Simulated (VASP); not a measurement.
## SnSe2: cell size against the level of theory

How close do the usual functionals, with and without dispersion, come to the cell of SnSe2? The levels: LDA, PBEsol, PBE, r2SCAN, PBE + D3(BJ), r2SCAN + rVV10, AM05 and vdW-DF-cx. The start is a cell from a database of measured crystal structures.

Main program and level: VASP 6.6.1; LDA; plane waves and PAW (Sn_d, Se), in the first sound run; inputs show where later runs differ.

Experimental background.

“Metallic conduction induced by direct anion site doping in layered SnSe2” (2016, pmc:4726434) reports for SnSe2, hexagonal layered, by powder X-ray diffraction (undoped polycrystalline, melt reaction and annealing): lattice constant a (a, undoped sample A) 3.81043 ± 0.00035 Å; lattice constant c (c, undoped sample A) 6.13279 ± 0.00037 Å.

Report form: the programs' logs are mostly left out.

## (1) The structure

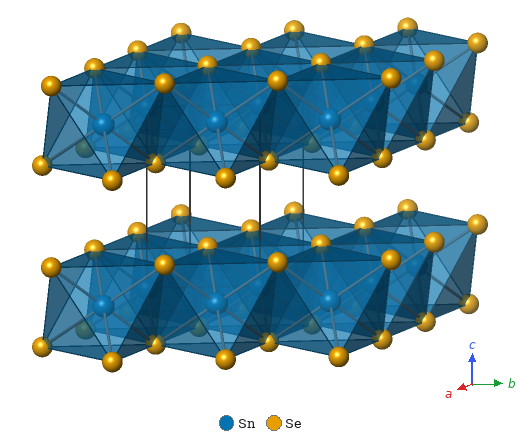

The cell as given, slightly off an axis (tin blue, selenium orange). 2×2×1 cells are drawn. Some periodic images of atoms are drawn too.

As a file:

```xyz
3
Lattice="3.8110 0.0000 0.0000 -1.9055 3.3004 0.0000 0.0000 0.0000 6.1360" Properties=species:S:1:pos:R:3 pbc="T T T"
Sn    0.0000    0.0000    0.0000
Se    0.0000    2.2003    1.5279
Se    1.9055    1.1001    4.6081
```

## (2) Relaxation with LDA

The start need not lie at this functional's minimum. ISIF = 3 frees volume, shape and positions, and EDIFFG sets the threshold on forces and stress at which the search stops. LDA, the lowest rung, knows the local density alone.

The input, INCAR:

```
SYSTEM = SnSe2
PREC = Accurate
ENCUT = 520
EDIFF = 1E-06
NELM = 100
ISMEAR = -1
SIGMA = 0.05
LREAL = .FALSE.
ALGO = Normal
GGA = CA
NBANDS = 19
LORBIT = 11
LWAVE = .FALSE.
LCHARG = .FALSE.
KPAR = 4
IBRION = 2
NSW = 60
ISIF = 3
EDIFFG = -0.01
```

The input, POSCAR:

```
SnSe2
1.0
    3.8110000000      0.0000000000      0.0000000000
   -1.9055000000      3.3004228138      0.0000000000
    0.0000000000      0.0000000000      6.1360000000
Sn Se
1 2
Direct
    0.0000000000      0.0000000000      0.0000000000
    0.3333333333      0.6666666667      0.2490000000
    0.6666666667      0.3333333333      0.7510000000
```

The input, KPOINTS:

```
Automatic mesh
0
Gamma
6 6 3
0 0 0
```

PAW data sets: Sn_d and Se (PBE family, release 64).

On the command line:

```bash
mpirun -np 4 vasp_std
```

Elapsed: 98 s, on 4 MPI ranks of AMD EPYC 7R43, shared host; peak memory 0.66 GiB.

The gap is read on the k-mesh alone, so it is an upper bound where the band edges lie off the mesh. The bonds form layers, held to each other by dispersion, which LDA lacks; its overbinding stands in for it by accident. The PAW data sets were made with PBE, though LDA sets exist; this is a small mismatch. The run keeps the 12 symmetry operations of its start, so it cannot find a distortion of lower symmetry.

The steps of the relaxation:

```tsv
step	energy less that of the first step (eV)	largest force (eV/Å)	pressure (GPa)	volume (Å³)
1	0.0000	0.4944	1.19	77.18
2	-0.0107	0.0590	-1.56	79.32
3	-0.0148	0.1255	-0.66	78.57
4	-0.0199	0.0824	-0.33	77.78
5	-0.0208	0.0516	-0.05	77.24
6	-0.0208	0.0548	-0.09	77.29
7	-0.0221	0.0708	0.02	76.99
8	-0.0248	0.1205	0.39	76.09
9	-0.0236	0.2162	1.23	74.29
10	-0.0254	0.1620	0.72	75.38
11	-0.0258	0.1538	0.68	75.36
12	-0.0270	0.1294	0.54	75.29
13	-0.0285	0.0819	0.30	75.15
14	-0.0285	0.0106	-0.17	74.87
15	-0.0290	0.0332	0.04	75.00
16	-0.0291	0.0277	0.02	75.03
17	-0.0292	0.0107	-0.04	75.09
18	-0.0292	0.0045	-0.04	75.11
```

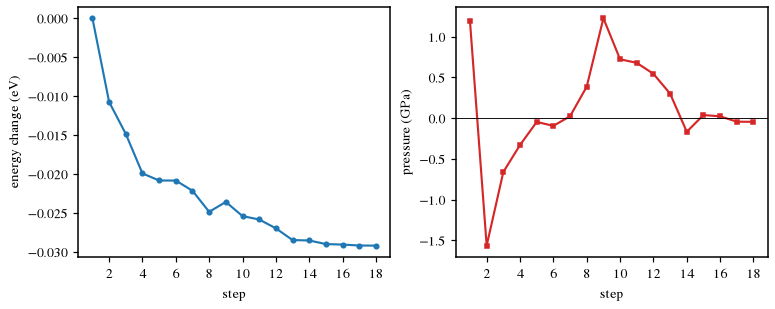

Energy and pressure along the relaxation.

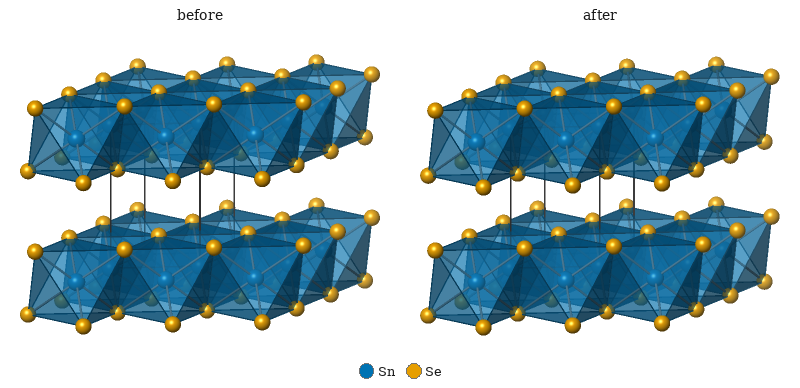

Before and after, at one scale.

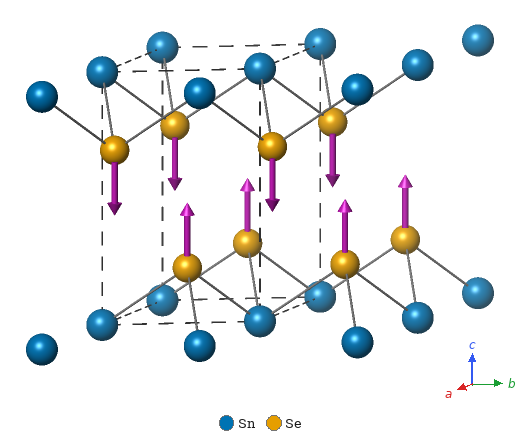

Displacements in the relaxation, exaggerated, measured against the changing cell; the longest in the cell stands for 0.08 Å. Bonds to atoms that aren't drawn are left out. 2×2×1 cells are drawn. Some periodic images of atoms are drawn too.

```tsv
conventional cell, symmetrised	before	after	change
a (Å)	3.811	3.804	-0.2 %
b (Å)	3.811	3.804	-0.2 %
c (Å)	6.136	5.992	-2.3 %
volume (Å³/atom)	25.73	25.04	-2.7 %
```

The atoms that moved most (Å, as changes of fractional coordinates times the final cell):

```tsv
atom	dx	dy	dz	length
Se2	0.000	0.000	0.084	0.084
Se3	0.000	0.000	-0.084	0.084
```

Final coordinates:

```cif
data_structure
_symmetry_space_group_name_H-M 'P 1'
_symmetry_Int_Tables_number 1
_cell_length_a 3.8045
_cell_length_b 3.8045
_cell_length_c 5.9919
_cell_angle_alpha 90.000
_cell_angle_beta 90.000
_cell_angle_gamma 120.000
_cell_volume 75.11
loop_
_atom_site_label
_atom_site_type_symbol
_atom_site_fract_x
_atom_site_fract_y
_atom_site_fract_z
_atom_site_occupancy
Sn1 Sn 0.00000 0.00000 0.00000 1
Se2 Se 0.33333 0.66667 0.26296 1
Se3 Se 0.66667 0.33333 0.73704 1
```

A gap read on the k-mesh alone can miss the band edges.

Numbers from this step:

- electrons: 26
- bands: 19
- irreducible k-points: 17
- symmetry operations: 12
- free energy (TOTEN): -13.83 eV
- energy at zero smearing: -13.83 eV
- Fermi energy: 4.533 eV
- pressure: -0.04498 GPa
- metallic: no
- valence top at k: 0.1667, 0, 0
- conduction bottom at k: 0.5, 0, 0.3333
- least direct gap at k: 0, 0, 0
- SCF cycles over all ionic steps: 114
- gap on the k-mesh: 0.4620 eV
- least direct gap on the k-mesh: 0.7771 eV

It ends with a largest force of 0.004 eV/Å and a pressure of -0.04 GPa. The volume lies -2.7 % from that of the database's start, which holds the thermal and zero-point expansion of its experiment. The conventional cell has a = 3.804 and c = 5.992 Å.

## (3) Relaxation with PBEsol

This step: PBEsol; plane waves and PAW (Sn_d, Se) (VASP 6.6.1).

PBEsol restores the gradient expansion of exchange and is tuned for the cells of solids.

Edit INCAR of step 2 so:

```diff
@@ -9,3 +9,3 @@
 ALGO = Normal
-GGA = CA
+GGA = PS
 NBANDS = 19
```

POSCAR is that of step 2.

KPOINTS is that of step 2.

On the command line:

```bash
mpirun -np 4 vasp_std
```

Elapsed: 57 s, on 4 MPI ranks; peak memory 0.73 GiB; 3.7 min of CPU time.

The bonds form layers, held to each other by dispersion, which PBEsol lacks, so the spacing between them is unreliable. The PAW data sets were made with PBE, which is usual practice but a small mismatch for other functionals.

Step by step:

```tsv
step	energy less that of the first step (eV)	largest force (eV/Å)	pressure (GPa)	volume (Å³)
1	0.0000	0.5917	2.70	77.18
2	-0.0120	0.3039	-2.36	82.12
3	-0.0331	0.0727	-0.30	79.86
4	-0.0331	0.0820	-0.23	79.81
5	-0.0356	0.0407	-0.11	79.47
6	-0.0362	0.0116	0.00	79.24
7	-0.0362	0.0098	0.02	79.22
```

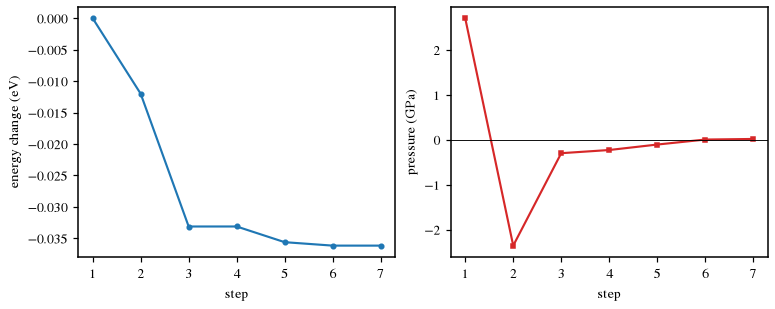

Energy and pressure along the relaxation.

```tsv
conventional cell, symmetrised	before	after	change
a (Å)	3.811	3.819	+0.2 %
b (Å)	3.811	3.819	+0.2 %
c (Å)	6.136	6.272	+2.2 %
volume (Å³/atom)	25.73	26.41	+2.7 %
```

The atoms that moved most (Å, as changes of fractional coordinates times the final cell):

```tsv
atom	dx	dy	dz	length
Se2	0.000	0.000	0.023	0.023
Se3	0.000	0.000	-0.023	0.023
```

Final coordinates:

```xyz
3
Lattice="3.8190 0.0000 0.0000 -1.9095 3.3074 0.0000 0.0000 0.0000 6.2722" Properties=species:S:1:pos:R:3 pbc="T T T"
Sn    0.0000    0.0000    0.0000
Se    0.0000    2.2049    1.5847
Se    1.9095    1.1025    4.6875
```

Numbers from this step:

```
free energy (TOTEN)             : -12.96 eV
energy at zero smearing         : -12.96 eV
Fermi energy                    : 4.078 eV
pressure                        : 0.01587 GPa
SCF cycles over all ionic steps : 50
gap on the k-mesh               : 0.6094 eV
least direct gap on the k-mesh  : 1.104 eV
```

It ends at 26.41 Å³/atom, +2.7 % from the start, with 0.02 GPa left. The conventional cell has a = 3.819 and c = 6.272 Å.

## (4) Relaxation with PBE

This step: PBE; plane waves and PAW (Sn_d, Se) (VASP 6.6.1).

PBE, the usual starting point, adds the gradient of the density.

Edit INCAR of step 3 so:

```diff
@@ -9,3 +9,3 @@
 ALGO = Normal
-GGA = PS
+GGA = PE
 NBANDS = 19
```

POSCAR is that of step 3.

KPOINTS is that of step 3.

On the command line:

```bash
mpirun -np 4 vasp_std
```

Elapsed: 2 min, on 4 MPI ranks; peak memory 0.74 GiB.

The bonds form layers, held to each other by dispersion, which PBE lacks, so the spacing between them is unreliable. After so large a change of volume the plane waves of the start cell no longer fit, so the final stress carries a basis-set error.

The steps of the relaxation:

```tsv
step	energy less that of the first step (eV)	largest force (eV/Å)	pressure (GPa)	volume (Å³)
1	0.0000	0.7769	5.69	77.18
2	-0.0422	0.6531	-3.29	87.83
3	-0.1094	0.0928	0.02	82.82
4	-0.1094	0.0781	0.15	82.71
5	-0.1111	0.0846	0.12	82.87
6	-0.1150	0.1043	0.14	83.37
7	-0.1184	0.1441	0.22	84.32
8	-0.1199	0.1318	0.20	84.63
9	-0.1237	0.0960	0.10	85.56
10	-0.1277	0.0234	-0.05	87.44
11	-0.1281	0.0050	-0.10	88.20
12	-0.1290	0.0196	0.02	88.52
13	-0.1297	0.0527	0.29	89.20
14	-0.1302	0.0216	0.17	89.72
15	-0.1304	0.0168	0.03	90.37
16	-0.1305	0.0161	0.00	90.46
17	-0.1305	0.0146	-0.04	90.64
18	-0.1305	0.0140	-0.06	90.67
19	-0.1305	0.0017	0.00	90.66
```

```tsv
cell as run	before	after	change
a (Å)	3.811	3.877	+1.7 %
b (Å)	3.811	3.877	+1.7 %
c (Å)	6.136	6.963	+13.5 %
volume (Å³/atom)	25.73	30.22	+17.5 %
```

The atoms that moved most (Å, as changes of fractional coordinates times the final cell):

```tsv
atom	dx	dy	dz	length
Se2	0.000	0.000	-0.141	0.141
Se3	0.000	0.000	0.141	0.141
```

The relaxed structure:

```xyz
3
Lattice="3.8775 0.0000 0.0000 -1.9387 3.3580 0.0000 0.0000 0.0000 6.9629" Properties=species:S:1:pos:R:3 pbc="T T T"
Sn    0.0000    0.0000    0.0000
Se    0.0000    2.2387    1.5929
Se    1.9387    1.1193    5.3700
```

It ends at 30.22 Å³/atom, +17.5 % from the start, with 0.00 GPa left. The conventional cell has a = 3.877 and c = 6.963 Å. That is far more than a functional's usual error.

## (5) Relaxation with r2SCAN

This step: r2SCAN; plane waves and PAW (Sn_d, Se) (VASP 6.6.1).

r2SCAN adds the kinetic-energy density, costs more than a GGA and is run with LASPH.

Edit INCAR of step 4 so:

```diff
@@ -9,3 +9,4 @@
 ALGO = Normal
-GGA = PE
+METAGGA = R2SCAN
+LASPH = .TRUE.
 NBANDS = 19
```

POSCAR is that of step 4.

KPOINTS is that of step 4.

On the command line:

```bash
mpirun -np 4 vasp_std
```

Elapsed: 5.3 min, on 4 MPI ranks; peak memory 0.74 GiB.

The bonds form layers, held to each other by dispersion, which r2SCAN holds only at short range, so the spacing between them may come out too wide.

Step by step:

```tsv
step	energy less that of the first step (eV)	largest force (eV/Å)	pressure (GPa)	volume (Å³)
1	0.0000	0.5091	3.68	77.18
2	-0.0070	0.5339	-2.83	83.97
3	-0.0449	0.0661	-0.02	80.59
4	-0.0449	0.0555	0.05	80.52
5	-0.0465	0.0722	0.08	80.60
6	-0.0484	0.1187	0.20	80.79
7	-0.0498	0.1108	0.14	81.10
8	-0.0526	0.0871	-0.01	82.02
9	-0.0547	0.0410	-0.27	83.86
10	-0.0537	0.1073	0.53	83.43
11	-0.0551	0.0074	0.00	83.72
12	-0.0551	0.0063	0.00	83.72
```

```tsv
conventional cell, symmetrised	before	after	change
a (Å)	3.811	3.845	+0.9 %
b (Å)	3.811	3.845	+0.9 %
c (Å)	6.136	6.538	+6.5 %
volume (Å³/atom)	25.73	27.91	+8.5 %
```

The atoms that moved most (Å, as changes of fractional coordinates times the final cell):

```tsv
atom	dx	dy	dz	length
Se2	0.000	0.000	-0.056	0.056
Se3	0.000	0.000	0.056	0.056
```

Final coordinates:

```
Sn Se
1.0
     3.84546    0.00000    0.00000
    -1.92273    3.33026    0.00000
     0.00000    0.00000    6.53753
Sn Se
1 2
Cartesian
  0.0000 0.0000 0.0000
  0.0000 2.2202 1.5716
  1.9227 1.1101 4.9659
```

It ends at 27.91 Å³/atom, +8.5 % from the start, with 0.00 GPa left. The conventional cell has a = 3.845 and c = 6.538 Å.

## (6) Relaxation with PBE + D3(BJ)

This step: PBE with D3(BJ); plane waves and PAW (Sn_d, Se) (VASP 6.6.1).

A dispersion term adds the long-range attraction that semilocal functionals lack. D3 with Becke-Johnson damping keeps a finite attraction at short range.

Edit INCAR of step 5 so:

```diff
@@ -9,4 +9,4 @@
 ALGO = Normal
-METAGGA = R2SCAN
-LASPH = .TRUE.
+GGA = PE
+IVDW = 12
 NBANDS = 19
```

POSCAR is that of step 5.

KPOINTS is that of step 5.

On the command line:

```bash
mpirun -np 4 vasp_std
```

The job ended after 69 s (4 MPI ranks; peak memory 0.72 GiB).

It ends at 25.87 Å³/atom, +0.6 % from the start, with 0.02 GPa left. The conventional cell has a = 3.839 and c = 6.081 Å. Against plain PBE, the dispersion term moves a by -1.0 % and c by -12.7 %.

## (7) Relaxation with r2SCAN + rVV10

This step: r2SCAN with rVV10; plane waves and PAW (Sn_d, Se) (VASP 6.6.1).

LUSE_VDW switches on a nonlocal correlation term for dispersion.

Edit INCAR of step 6 so:

```diff
@@ -9,4 +9,8 @@
 ALGO = Normal
-GGA = PE
-IVDW = 12
+METAGGA = R2SCAN
+LUSE_VDW = .TRUE.
+IVDW_NL = 2
+BPARAM = 11.95
+CPARAM = 0.0093
+LASPH = .TRUE.
 NBANDS = 19
```

POSCAR is that of step 6.

KPOINTS is that of step 6.

On the command line:

```bash
mpirun -np 4 vasp_std
```

Elapsed: 6.2 min, on 4 MPI ranks; peak memory 1.3 GiB.

It ends at 26.50 Å³/atom, +3.0 % from the start, with 0.03 GPa left. The conventional cell has a = 3.831 and c = 6.257 Å. Against plain r2SCAN, the dispersion term moves a by -0.4 % and c by -4.3 %.

## (8) Relaxation with AM05

This step: AM05; plane waves and PAW (Sn_d, Se) (VASP 6.6.1).

AM05 is built from the electron gas and the surface model, and does well on lattice constants.

Edit INCAR of step 7 so:

```diff
@@ -9,8 +9,3 @@
 ALGO = Normal
-METAGGA = R2SCAN
-LUSE_VDW = .TRUE.
-IVDW_NL = 2
-BPARAM = 11.95
-CPARAM = 0.0093
-LASPH = .TRUE.
+GGA = AM
 NBANDS = 19
```

POSCAR is that of step 7.

KPOINTS is that of step 7.

On the command line:

```bash
mpirun -np 4 vasp_std
```

Run time: 3.9 min. Hardware: 4 MPI ranks; peak memory 0.76 GiB; 16 min of CPU time.

The bonds form layers, held to each other by dispersion, which AM05 lacks, so the spacing between them is unreliable.

It ends at 30.82 Å³/atom, +19.8 % from the start, with -0.02 GPa left. The conventional cell has a = 3.820 and c = 7.314 Å. That is far more than a functional's usual error.

## (9) Relaxation with vdW-DF-cx

This step: vdW-DF-cx; plane waves and PAW (Sn_d, Se) (VASP 6.6.1).

vdW-DF-cx takes its exchange from the same plasmon model as its correlation.

Edit INCAR of step 8 so:

```diff
@@ -9,3 +9,6 @@
 ALGO = Normal
-GGA = AM
+GGA = CX
+AGGAC = 0
+LUSE_VDW = .TRUE.
+LASPH = .TRUE.
 NBANDS = 19
```

POSCAR is that of step 8.

KPOINTS is that of step 8.

On the command line:

```bash
mpirun -np 4 vasp_std
```

Wall time 10 min (4 MPI ranks); peak memory 1.6 GiB; 40 min of CPU time.

It ends at 26.01 Å³/atom, +1.1 % from the start, with 0.04 GPa left. The conventional cell has a = 3.834 and c = 6.130 Å.

## (10) The cells as a table

This step: relaxed cells at several levels; plane waves and PAW (VASP 6.6.1).

This step runs nothing: it gathers the runs above.

Lengths are those of the conventional cell; cost is the wall time of each run, as given at its step, times its ranks, without the set-up around it. Results by level, by row:

```tsv
level	volume (Å³/atom)	change from the start (%)	a (Å)	c (Å)	cost (core minutes)
LDA	25.04	-2.7	3.804	5.992	6.53
PBEsol	26.41	2.7	3.819	6.272	3.8
PBE	30.22	17.5	3.877	6.963	8.07
r2SCAN	27.91	8.5	3.845	6.538	21.1
PBE + D3(BJ)	25.87	0.6	3.839	6.081	4.6
r2SCAN + rVV10	26.5	3	3.831	6.257	24.8
AM05	30.82	19.8	3.82	7.314	15.7
vdW-DF-cx	26.01	1.1	3.834	6.13	40.4
```

## (11) Outcome

* volume, LDA: 25.04 Å³/atom
* volume, PBEsol: 26.41 Å³/atom
* volume, PBE: 30.22 Å³/atom
* volume, r2SCAN: 27.91 Å³/atom
* volume, PBE + D3(BJ): 25.87 Å³/atom
* volume, r2SCAN + rVV10: 26.50 Å³/atom
* volume, AM05: 30.82 Å³/atom
* volume, vdW-DF-cx: 26.01 Å³/atom

**Reading.** For SnSe2 the levels give volumes between 25.04 Å³/atom (LDA) and 30.82 Å³/atom (AM05), a spread of 23.1 %, while the cost of the finished runs spans a factor of 11. Within 1 % of experiment on every length: PBE + D3(BJ) and vdW-DF-cx. The nearest, vdW-DF-cx, took 8.8 times the core time of PBE + D3(BJ) and lowers the largest miss from 0.85 to 0.62 %. Thermal and zero-point expansion, often some tenths of a per cent in length, bear on this order: with the measured lengths lowered by an assumed 0.4 % the nearest is still vdW-DF-cx. The costs hold the number of ionic steps as well as the price of the functional. The closing table has room for seven levels; r2SCAN + rVV10 stands in the table of levels alone. Adding D3(BJ) to PBE changes the volume by -14.4 % (a by -1.0 % and c by -12.7 %). Adding rVV10 to r2SCAN changes the volume by -5.0 % (a by -0.4 % and c by -4.3 %). The bonds form layers, and the correction acts mostly on one axis: the spacing that dispersion holds. Within 0.02 Å all end in space group P-3m1; the runs can't lower the symmetry of the start. Each is a single relaxation on the plane waves of the start cell, so larger changes of volume carry a basis-set error that was not tested here.

Comparison with the measured values:

| quantity | measured | LDA | PBEsol | PBE | r2SCAN | PBE + D3(BJ) | AM05 | vdW-DF-cx |
| --- | --- | --- | --- | --- | --- | --- | --- | --- |
| lattice constant a (Å) | 3.81043 | 3.804 (-0.2 %) | 3.819 (+0.2 %) | 3.877 (+1.8 %) | 3.845 (+0.9 %) | 3.839 (+0.8 %) | 3.820 (+0.3 %) | 3.834 (+0.6 %) |
| lattice constant c (Å) | 6.13279 | 5.992 (-2.3 %) | 6.272 (+2.3 %) | 6.963 (+13.5 %) | 6.538 (+6.6 %) | 6.081 (-0.8 %) | 7.314 (+19.3 %) | 6.130 (-0.1 %) |

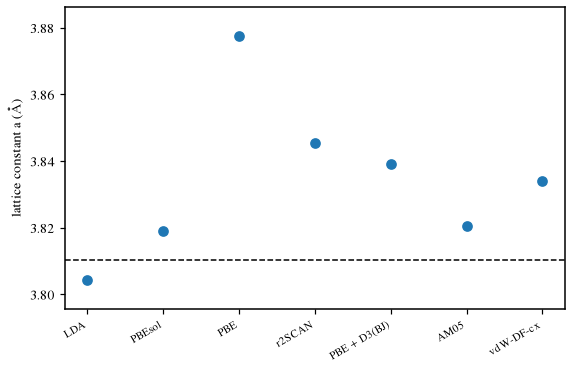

The lattice constant a by level; the dashed line is the measured value.

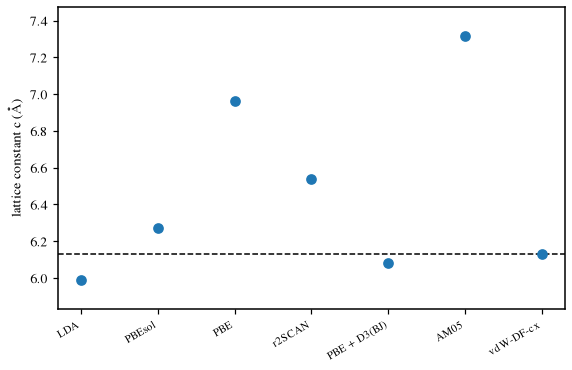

The lattice constant c by level; the dashed line is the measured value.

Measured values from pmc:4726434 (2016).

Verdict: For the lattice constant a, of the levels listed nearest comes LDA (-0.2 %, good agreement) and farthest PBE (+1.8 %, a clear miss). For the lattice constant c, of the levels listed nearest comes vdW-DF-cx (-0.1 %, good agreement) and farthest AM05 (+19.3 %, a clear miss). The grades are ours: good and fair within 0.7 and 1.5 % for the lattice constant a and 0.8 and 2 % for the lattice constant c. Zero-point motion and thermal expansion are not in the computed lattice constants.

[Lines on the potential files, build, host, timing and source positions are cut from VASP's logs without a mark.]

[Logs are printed without paths, hosts, clocks, repeated set-up lines and the standing remarks that a program may print on its own settings, such as how far it seeks lower states.]

[Hosts, paths, dates, database ids (printed as entryN), source tags and the programs' standing remarks are cut or masked in the printed files.]

[Measured values are set beside computed ones only where the two were judged alike; some that the calculation misses by far are left out.]
